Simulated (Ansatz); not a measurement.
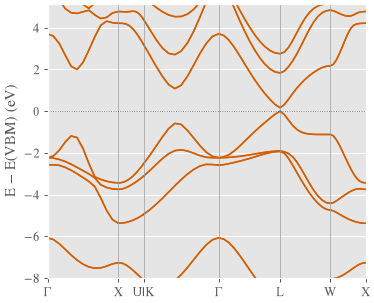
Fig. 1. Band structure from DFT-r²SCAN+D4 with spin–orbit coupling in the program Ansatz with PAW potentials

Task: Read off the gap and where the band edges lie.

Result: About 0.2 eV (0.16 eV by a search for the band edges); maximum at L, minimum at L.

The material is PbS (rock salt, Fm-3m).

Symmetry was held in the r²SCAN+D4 relaxation.

Potentials: the earlier of the program's two PAW sets.
